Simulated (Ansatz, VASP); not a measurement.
# Cross-check of HfB2W between VASP and Ansatz, part 2 of 2

Wanted: the spread between two codes on one cell, functional and k mesh. The cell is invented: As first built, before any earlier steps moved the atoms: it takes the HfB structure with some of its atoms replaced by other elements, volume scaled by an estimate. It may not be a known or stable phase. The cell comes out of the VASP series on this material, whose earlier steps may have relaxed, scaled or displaced it; both programs get it as it stands.

VASP 6.6.1 and Ansatz 0.2.0.

So far. Step 2 (VASP: single point, r2SCAN): The run ends at a pressure of 0.09 GPa. Step 3 (Ansatz: single point, r2SCAN): The run ends at a pressure of 0.68 GPa.

### 5. VASP: electric field gradients, r2SCAN

Level of this step: r2SCAN; plane waves and PAW (W, Hf_pv, B); invented cell (VASP).

Field gradients test the density near the nuclei, where the PAW reconstruction matters most.

INCAR reads:

```
SYSTEM = HfB2W
PREC = Accurate
ENCUT = 420
EDIFF = 1E-07
NELM = 100
ISMEAR = -1
SIGMA = 0.05
LREAL = .FALSE.
ALGO = Normal
METAGGA = R2SCAN
LASPH = .TRUE.
NBANDS = 17
LORBIT = 11
LWAVE = .FALSE.
LCHARG = .FALSE.
KPAR = 2
LEFG = .TRUE.
```

POSCAR reads:

```
HfB2W
1.0
    3.2514576010      0.0000000000      0.0000000000
    0.0000000000      3.2514576010      0.0000000000
    0.0000000000      0.0000000000      4.5725127342
W Hf B
1 1 2
Direct
    0.0000000000      0.0000000000      0.5000000000
    0.5000000000      0.5000000000      0.0000000000
    0.5000000000      0.5000000000      0.5000000000
    0.0000000000      0.0000000000      0.0000000000
```

KPOINTS reads:

```
Automatic mesh
0
Gamma
8 8 6
0 0 0
```

PAW data sets: W, Hf_pv and B (PBE family, release 64).

Launch:

```sh
$ mpirun -np 2 vasp_std
```

Numbers of over 12 decimals in the logs are rounded to 6 here.

The program printed:

```text
[banner, memory and clock lines left out]
running    2 mpi-ranks, on    1 nodes
[...]
[... a notice as in an earlier step ...]

 LDA part: xc-table for (None), standard interpolation
 POSCAR, INCAR and KPOINTS ok, starting setup
[...]
entering main loop
       N       E                     dE             d eps       ncg     rms          rms(c)
DAV:   1    -0.266242430104E+02   -0.26624E+02   -0.10845E+04  2040   0.108E+03
DAV:   2    -0.117741154991E+03   -0.91117E+02   -0.88660E+02  2647   0.261E+02
DAV:   3    -0.120624698827E+03   -0.28835E+01   -0.28482E+01  2802   0.366E+01
DAV:   4    -0.120651694732E+03   -0.26996E-01   -0.26958E-01  2612   0.409E+00
[...]
DAV:  15    -0.113098046866E+03    0.25931E-06   -0.13748E-06  2451   0.684E-03    0.133E-03
DAV:  16    -0.113098046694E+03    0.17161E-06   -0.82124E-08  1231   0.226E-03    0.899E-04
DAV:  17    -0.113098046699E+03   -0.42392E-08   -0.22441E-08  1156   0.995E-04
ion   1
     0.0000000    -0.0000000    -0.0000000     2.7627224     0.0000000     0.0000000
[...]
0.0000000     0.0000000    -0.0000000     3.5204586     0.0000000    -0.0000000
     0.0000257     0.0000000    -0.0000000     3.5204584     0.0000000    -0.0000000
     0.0000354     0.0000000    -0.0000000     3.5204582     0.0000000    -0.0000000
     0.0000487     0.0000000    -0.0000000     3.5204580     0.0000000    -0.0000000
     0.0000671     0.0000000    -0.0000000     3.5204576     0.0000000    -0.0000000

ion   4
     0.0000000     0.0000000     0.0000000     0.5657998    -0.0000000     0.0000000
     0.0000257     0.0000000     0.0000000     0.5657998    -0.0000000     0.0000000
     0.0000354     0.0000000     0.0000000     0.5657998    -0.0000000     0.0000000
     0.0000487     0.0000000     0.0000000     0.5657998    -0.0000000     0.0000000
     0.0000671     0.0000000     0.0000000     0.5657998    -0.0000000     0.0000000

     0.0000000     0.0000000     0.0000000     0.6024095    -0.0000000     0.0000000
     0.0000257     0.0000000     0.0000000     0.6024095    -0.0000000     0.0000000
     0.0000354     0.0000000     0.0000000     0.6024095    -0.0000000     0.0000000
     0.0000487     0.0000000     0.0000000     0.6024095    -0.0000000     0.0000000
     0.0000671     0.0000000     0.0000000     0.6024095    -0.0000000     0.0000000

   1 F= -.11309805E+03 E0= -.11309543E+03  d E =-.522347E-02
```

From OUTCAR (step 5):

```text
  Total       -0.0163283     -0.0163283      0.0100114     -0.0000000      0.0000000      0.0000000
  in kB       -0.5411789     -0.5411789      0.3318134     -0.0000000      0.0000000      0.0000000
  external PRESSURE =      -0.2501815 kB  Pullay stress =       0.0000000 kB

  FREE ENERGIE OF THE ION-ELECTRON SYSTEM (eV)
  ---------------------------------------------------
  free  energy   TOTEN  =      -113.0980466987 eV

  energy  without entropy=     -113.0928232297  energy(sigma->0) =     -113.09543496

[... 2 parts as in an earlier step ...]

[... 2 further parts left out ...]
[key lines of the parts left out:]
E-fermi :   6.5433
```

The run ends at a pressure of -0.03 GPa.

### 6. Ansatz: electric field gradients, r2SCAN

The same cell, functional, mesh and smearing now go to Ansatz, which takes its cutoff from its data sets.

The cell comes out of the VASP series on this material, whose earlier steps may have relaxed, scaled or displaced it; both programs get it as it stands.

input.yaml reads:

```yaml
crystal:
  lattice:
    - [3.251457601, 0.0, 0.0]
    - [0.0, 3.251457601, 0.0]
    - [0.0, 0.0, 4.5725127342]
  atoms:
    - { symbol: W, position: [0.0, 0.0, 0.5] }
    - { symbol: Hf, position: [0.5, 0.5, 0.0] }
    - { symbol: B, position: [0.5, 0.5, 0.5] }
    - { symbol: B, position: [0.0, 0.0, 0.0] }
hamiltonian:
  xc: r2scan
  pseudopotentials: { kind: paw }
kpoints:
  mp_grid: { grid: [8, 8, 6] }
scf:
  occupations: { method: fermi_dirac, width: 0.05 }
  n_extra_bands: 5
output:
  forces: true
  stress: true
  eigenvalues: true
  efg: {}
```

Launch:

```sh
$ ansatz run input.yaml --threads 2 --pin off --max-ram 4608MiB --backend cpu --events-out ev --progress --plain --runs-dir out
```

The program printed:

```text
[...]
Hf, W: output.efg is read without spin–orbit coupling, which moves field gradients at and beside such atoms by some per cent and up to a factor of two; PAW files take it under magnetization.noncollinear and magnetization.spin_orbit
[...]
Crystal: 4 atoms, lattice volume = 48.340 Å³
[...]
k-point 0: bands = [... 19 lower, 18.7686, 18.7686, 19.6662, 19.6826, 20.2003, 20.2003, 20.7152, 22.4109, ... 1 higher]
  k-point 1: bands = [... 19 lower, 18.6585, 18.6585, 19.0443, 19.4217, 19.7012, 19.9607, 19.9607, 22.8020, ... 1 higher]
  k-point 2: bands = [... 19 lower, 17.1108, 18.4999, 18.4999, 18.8804, 19.5265, 19.5265, 19.7746, 23.6162, ... 1 higher]
  k-point 59: bands = [... 19 lower, 15.7943, 15.8948, 15.8948, 16.7011, 22.2014, 22.4749, 22.4749, 23.1446, ... 1 higher]
[key lines of the parts left out:]
SCF converged after 8 iterations
Free energy (F): -26445.297600 eV
Fermi energy:    19.311203 eV
P = ⅓ Tr σ = 0.5496 GPa (5.496 kbar)
```

The job ended after 6.5 s (2 threads of Arm Neoverse V2, shared host; peak memory 0.55 GiB; 13 s of CPU time).

The run ends at a pressure of 0.55 GPa.

### 7. Comparison

What differs besides the data sets and the points named for the pairs above, as far as they apply: Ansatz adds the response of the frozen cores to the gradients, VASP leaves it out. Total energies have different zeros and are not compared.

The two programs side by side:

```
         quantity  Ansatz    VASP  difference
   pressure (GPa)    0.55   -0.03       +0.57
 Vzz at W1 (V/Å²)  -193.3  -161.9       -31.5
Vzz at Hf2 (V/Å²)     6.0     3.7        +2.3
 Vzz at B3 (V/Å²)    -3.0    -2.9         0.0
 Vzz at B4 (V/Å²)    -1.7    -2.0        +0.3
```

### 8. What moves the difference

The difference is large enough to ask for its cause, so further runs change the set-up of one program at a time, as the table lists.

```
                                    run  difference in Vzz at W1 (V/Å²)
                               as above                             -31
     cores kept as stored, as VASP does                            -3.6
Ansatz's larger PAW set (cutoff 950 eV)                             -32
```

### 9. VASP: band structure, r2SCAN, spin-orbit coupling

The same path points are solved in both programs, so levels can be compared one by one.

INCAR reads:

```
SYSTEM = HfB2W
PREC = Accurate
ENCUT = 420
EDIFF = 1E-06
NELM = 100
ISMEAR = -1
SIGMA = 0.05
LREAL = .FALSE.
ALGO = Normal
METAGGA = R2SCAN
LASPH = .TRUE.
LNONCOLLINEAR = .TRUE.
MAGMOM = 0 0 0 0 0 0 0 0 0 0 0 0
NBANDS = 34
GGA_COMPAT = .FALSE.
LSORBIT = .TRUE.
LMAXMIX = 4
LORBIT = 11
LWAVE = .FALSE.
LCHARG = .FALSE.
KPAR = 2
```

POSCAR is that of step 5.

KPOINTS reads:

```
Automatic mesh
0
Gamma
7 7 5
0 0 0
```

KPOINTS_OPT reads:

```
Line mode
16
Line-mode
Reciprocal
  0.00000000   0.00000000   0.00000000 GAMMA
  0.00000000   0.50000000   0.00000000 X

  0.00000000   0.50000000   0.00000000 X
  0.50000000   0.50000000   0.00000000 M

  0.50000000   0.50000000   0.00000000 M
  0.00000000   0.00000000   0.00000000 GAMMA

  0.00000000   0.00000000   0.00000000 GAMMA
  0.00000000   0.00000000   0.50000000 Z

  0.00000000   0.00000000   0.50000000 Z
  0.00000000   0.50000000   0.50000000 R

  0.00000000   0.50000000   0.50000000 R
  0.50000000   0.50000000   0.50000000 A

  0.50000000   0.50000000   0.50000000 A
  0.00000000   0.00000000   0.50000000 Z

  0.00000000   0.50000000   0.00000000 X
  0.00000000   0.50000000   0.50000000 R

  0.50000000   0.50000000   0.00000000 M
  0.50000000   0.50000000   0.50000000 A
```

Launch:

```sh
$ mpirun -np 2 vasp_ncl
```

The program printed:

```text
[... set-up lines as in an earlier step ...]
 entering main loop
       N       E                     dE             d eps       ncg     rms          rms(c)
DAV:   1    -0.781200986350E+01   -0.78120E+01   -0.10077E+04  2040   0.108E+03
DAV:   2    -0.115838397482E+03   -0.10803E+03   -0.10158E+03  2466   0.295E+02
DAV:   3    -0.121361811967E+03   -0.55234E+01   -0.53686E+01  2742   0.529E+01
DAV:   4    -0.121465071001E+03   -0.10326E+00   -0.10284E+00  2632   0.758E+00
[...]
DAV:  12    -0.113937051010E+03   -0.48016E-04   -0.13973E-04  2412   0.874E-02    0.952E-02
DAV:  13    -0.113937059366E+03   -0.83553E-05   -0.11514E-05  2784   0.264E-02    0.232E-02
DAV:  14    -0.113937059915E+03   -0.54967E-06   -0.23840E-06  2522   0.103E-02
   1 F= -.11393706E+03 E0= -.11393437E+03  d E =-.538318E-02  mag=    -0.0000     0.0000    -0.0000
 Start KPOINTS_OPT (optional k-point list driver)
k-point batch [1-30\144]
       N       E                     dE             ncg
DAV:   1     0.840147200874E+02   -0.13223E+05     2040
DAV:   2    -0.309192702917E+04   -0.31759E+04     2464
DAV:   3    -0.327099991977E+04   -0.17907E+03     2812
DAV:   4    -0.327483494666E+04   -0.38350E+01     2624
DAV:   5    -0.327495094388E+04   -0.11600E+00     2824
DAV:   6    -0.327495307640E+04   -0.21325E-02     2672
DAV:   7    -0.327495316303E+04   -0.86630E-04     2770
DAV:   8    -0.327495316537E+04   -0.23430E-05     2176
DAV:   9    -0.327495316547E+04   -0.98882E-07     1836
[...]
k-point batch [121-144\144]
       N       E                     dE             ncg
DAV:   1     0.358998870181E+04   -0.18851E+05     1632
DAV:   2     0.106890366602E+04   -0.25211E+04     1942
DAV:   3     0.938402059233E+03   -0.13050E+03     2208
DAV:   4     0.935531323186E+03   -0.28707E+01     2078
DAV:   5     0.935469667660E+03   -0.61656E-01     2198
DAV:   6     0.935468600067E+03   -0.10676E-02     2148
DAV:   7     0.935468548009E+03   -0.52059E-04     2180
DAV:   8     0.935468546256E+03   -0.17526E-05     1826
DAV:   9     0.935468546174E+03   -0.82311E-07     1488
```

OUTCAR, selected parts (step 9):

```text
  Total       -0.0881008     -0.0881008     -0.0357213      0.0000000     -0.0000000      0.0000000
  in kB       -2.9199746     -2.9199746     -1.1839328      0.0000000     -0.0000000      0.0000000
  external PRESSURE =      -2.3412940 kB  Pullay stress =       0.0000000 kB

 POSITION                                       TOTAL-FORCE (eV/Angst)
 -----------------------------------------------------------------------------------
      0.00000      0.00000      2.28626         0.000000      0.000000      0.000000
      1.62573      1.62573      0.00000         0.000000      0.000000      0.000000
      1.62573      1.62573      2.28626         0.000000      0.000000      0.000000
      0.00000      0.00000      0.00000         0.000000      0.000000      0.000000
 -----------------------------------------------------------------------------------
    total drift:                                0.000000     -0.000000      0.000000

  FREE ENERGIE OF THE ION-ELECTRON SYSTEM (eV)
  ---------------------------------------------------
  free  energy   TOTEN  =      -113.9370599154 eV

  energy  without entropy=     -113.9316767360  energy(sigma->0) =     -113.93436833

 magnetization (x)
# of ion       s       p       d       tot
------------------------------------------
    1        0.000   0.000   0.000   0.000
    2        0.000   0.000   0.000   0.000
    3        0.000   0.000   0.000   0.000
    4        0.000   0.000   0.000   0.000
--------------------------------------------------
tot          0.000   0.000   0.000   0.000

 magnetization (y)
# of ion       s       p       d       tot
------------------------------------------
    1        0.000   0.000   0.000   0.000
    2        0.000   0.000   0.000   0.000
    3        0.000   0.000   0.000   0.000
    4        0.000   0.000   0.000   0.000
--------------------------------------------------
tot          0.000   0.000   0.000   0.000

 magnetization (z)
# of ion       s       p       d       tot
------------------------------------------
    1        0.000   0.000   0.000   0.000
    2        0.000   0.000   0.000   0.000
    3        0.000  -0.000   0.000  -0.000
    4        0.000   0.000   0.000   0.000
--------------------------------------------------
tot          0.000   0.000   0.000   0.000

[... 1 part as in an earlier step ...]

[... 2 further parts left out ...]
[key lines of the parts left out:]
E-fermi :   6.4776
```

The run ends at a pressure of -0.23 GPa.

### 10. Ansatz: band structure, r2SCAN, spin-orbit coupling

The same cell, functional, mesh and smearing now go to Ansatz, which takes its cutoff from its data sets.

The cell comes out of the VASP series on this material, whose earlier steps may have relaxed, scaled or displaced it; both programs get it as it stands.

input.yaml reads:

```yaml
crystal:
  lattice:
    - [3.251457601, 0.0, 0.0]
    - [0.0, 3.251457601, 0.0]
    - [0.0, 0.0, 4.5725127342]
  atoms:
    - { symbol: W, position: [0.0, 0.0, 0.5] }
    - { symbol: Hf, position: [0.5, 0.5, 0.0] }
    - { symbol: B, position: [0.5, 0.5, 0.5] }
    - { symbol: B, position: [0.0, 0.0, 0.0] }
hamiltonian:
  xc: r2scan
  pseudopotentials: { kind: paw_fr }
magnetization:
  noncollinear: true
  spin_orbit: true
kpoints:
  mp_grid: { grid: [7, 7, 5] }
  band_path:
    path:
      - [0.0, 0.0, 0.0]
      - [0.0, 0.13333, 0.0]
      - [0.0, 0.3, 0.0]
      - [0.0, 0.46667, 0.0]
      - [0.1, 0.5, 0.0]
      - [0.26667, 0.5, 0.0]
      - [0.43333, 0.5, 0.0]
      - [0.43333, 0.43333, 0.0]
      - [0.26667, 0.26667, 0.0]
      - [0.1, 0.1, 0.0]
      - [0.0, 0.0, 0.03333]
      - [0.0, 0.0, 0.2]
      - [0.0, 0.0, 0.36667]
      - [0.0, 0.0, 0.5]
      - [0.0, 0.16667, 0.5]
      - [0.0, 0.3, 0.5]
      - [0.0, 0.46667, 0.5]
      - [0.1, 0.5, 0.5]
      - [0.26667, 0.5, 0.5]
      - [0.43333, 0.5, 0.5]
      - [0.43333, 0.43333, 0.5]
      - [0.26667, 0.26667, 0.5]
      - [0.1, 0.1, 0.5]
      - [0.0, 0.5, 0.03333]
      - [0.0, 0.5, 0.2]
      - [0.0, 0.5, 0.36667]
      - [0.5, 0.5, 0.0]
      - [0.5, 0.5, 0.16667]
      - [0.5, 0.5, 0.33333]
      - [0.5, 0.5, 0.5]
    npoints: 1
scf:
  occupations: { method: fermi_dirac, width: 0.05 }
  n_extra_bands: 16
output:
  forces: true
  stress: true
  eigenvalues: true
```

Launch:

```sh
$ ansatz run input.yaml --threads 2 --pin off --max-ram 4608MiB --backend cpu --events-out ev --progress --plain --runs-dir out
```

The program printed:

```text
[...]
non-collinear run that drives no moment, with spin-orbit: no starting moment large enough to seed its density (crystal.atoms[].spin), no starting occupations that ask for one, no magnetisation constraint and no magnetic field, so the semilocal B_xc is pinned to zero
Crystal: 4 atoms, lattice volume = 48.340 Å³
[...]
k-point 1: bands = [... 42 lower, 18.7600, 18.7600, 19.3235, 19.3235, 19.6588, 19.6588, 19.8154, 19.8154, ... 12 higher]
  k-point 2: bands = [... 42 lower, 18.5977, 18.5977, 18.7341, 18.7341, 19.2088, 19.2088, 19.5849, 19.5849, ... 12 higher]
  k-point 29: bands = [... 42 lower, 16.4068, 16.4068, 17.4351, 17.4351, 21.6018, 21.6018, 21.8264, 21.8264, ... 12 higher]
[key lines of the parts left out:]
SCF converged after 10 iterations
Magnetization: |M| = 0.0000 μB,  M = (+0.0000, +0.0000, +0.0000) μB
Free energy (F): -26395.555596 eV
Fermi energy:    19.250993 eV
P = ⅓ Tr σ = 0.0181 GPa (0.181 kbar)
```

The job ended after 37 s (2 threads; peak memory 0.74 GiB).

### 11. Differences

What differs besides the data sets and the points named for the pairs above, as far as they apply: spin-orbit coupling enters by fully relativistic files in Ansatz and inside the spheres in VASP; the data sets hold 46 valence electrons in Ansatz (fully relativistic PAW (standard-fr) files) and 22 in VASP. Total energies have different zeros and are not compared.

Compared:

```csv
quantity,Ansatz,VASP,difference
pressure (GPa),0.02,-0.23,+0.25
```

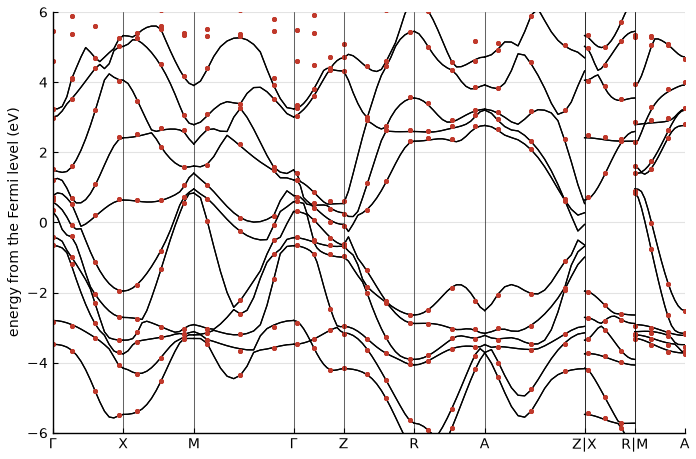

Bands from VASP (lines) and levels from Ansatz (dots). Dots without a line are higher empty bands that the VASP plot leaves out.

Levels from 3 eV below to 2 eV above the Fermi level differ by 27 meV r.m.s. and 82 meV at most; each VASP level is matched to the nearest of Ansatz, which flatters the figure a little.

### 12. Summary of results

```
difference in pressure (single point, r2SCAN)                                                  : 0.59 GPa
difference in Vzz at W1 (electric field gradients, r2SCAN)                                     : -31 V/Å²
difference in pressure (electric field gradients, r2SCAN)                                      : 0.57 GPa
r.m.s. difference of levels near the Fermi level (band structure, r2SCAN, spin-orbit coupling) : 27 meV
```

What this shows: The difference in pressure is 0.59 GPa (single point, r2SCAN), within the 1 GPa picked in this series as the mark of a large difference. For electric field gradients, r2SCAN: with cores kept as stored, as VASP does the difference in Vzz at W1 shrinks in size, from -31 to -3.6 V/Å². 1 further run on this material is not shown. How closely two codes agree says nothing of how well the functional describes the real material.

[Lines on the potential files, build, host, timing and source positions are cut from VASP's logs without a mark.]

[Logs are printed without paths, hosts, clocks, repeated set-up lines and the standing remarks that a program may print on its own settings, such as how far it seeks lower states.]

[Hosts, paths, dates, database ids (printed as entryN), source tags and the programs' standing remarks are cut or masked in the printed files.]
